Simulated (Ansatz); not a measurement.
```xyz
2

Ag    0.0000    0.0000    0.0004
H     0.0000    0.0000    1.6177
```

Geometry: PBE0-D4/def2-TZVP; core potentials replace the inner electrons of Ag.

The calculation used RKS PBE0-D4/def2-TZVPP (Ansatz 0.2.0).

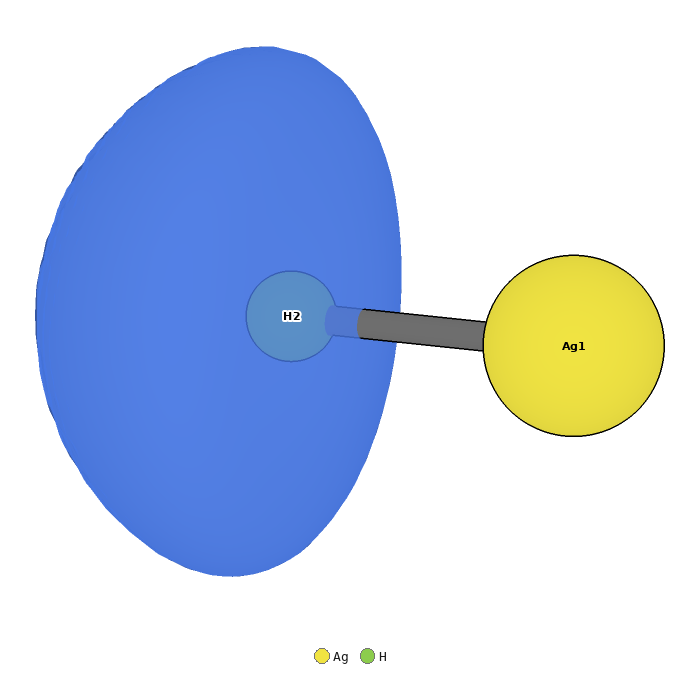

AgH (SMILES [AgH]). Isosurface of the ELF at 0.75 (blue), seen from one side. Core shells and regions of very low density are left out.

> Where are the electrons localised?

At this value the surface marks out one region around a hydrogen nucleus. Profiles from the grid: Ag–H (1.62 Å): the ELF climbs to about 1 towards the hydrogen.
